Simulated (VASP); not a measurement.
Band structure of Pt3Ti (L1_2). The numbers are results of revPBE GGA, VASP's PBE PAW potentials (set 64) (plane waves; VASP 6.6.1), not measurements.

Unless said otherwise, spin-orbit coupling is left out, though it shifts the bands of the heavy elements here.

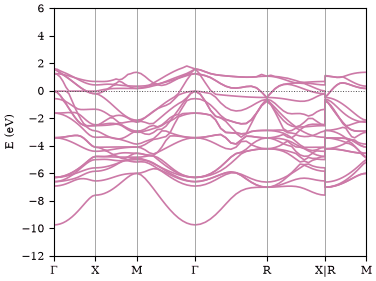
Bands along high-symmetry lines, zero at the valence-band maximum or, without a gap, the Fermi level

**Question.** Read the plot: is there a gap, and where are the band edges?

**Answer.** It has no gap at this level: it comes out as a metal or semimetal. (Edges off the drawn lines would not show.)

The compound is Pt3Ti in the L1_2 structure. It was relaxed first.
